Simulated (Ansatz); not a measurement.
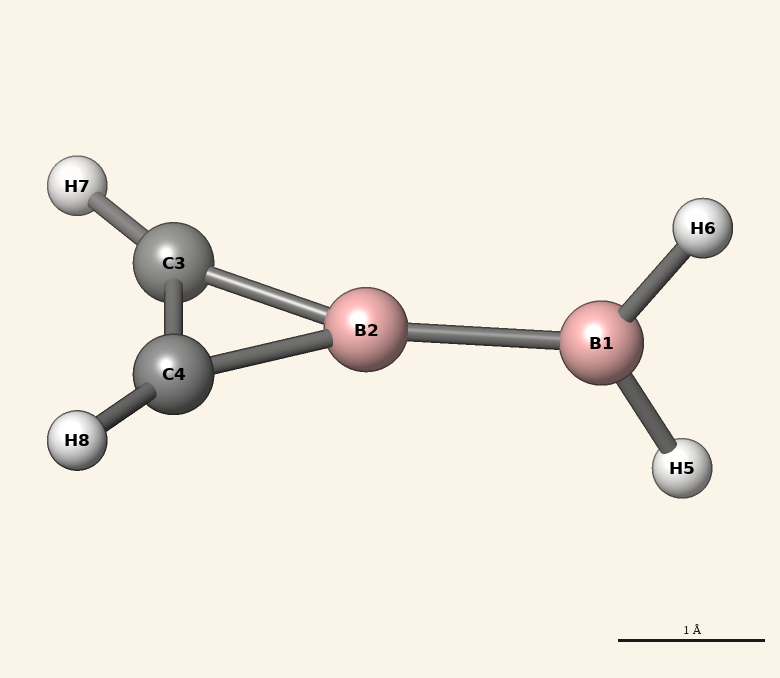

Simulated data, not a measurement (program: Ansatz).

Orthographic view with a scale bar. Charge +1, doublet. Geometry: the geometry of the neutral molecule.

Reconstruct the coordinates (Å) as seen: x to the right, y up, z towards the viewer, origin at the mean of the atomic positions.

```xyz
8
C2H4B2
B    1.69  -0.10  -0.07
B    0.06   0.00   0.00
C   -1.26   0.46  -0.49
C   -1.26  -0.31   0.59
H    2.24  -0.96  -0.68
H    2.39   0.70   0.50
H   -1.93   0.99  -1.15
H   -1.93  -0.77   1.31
```
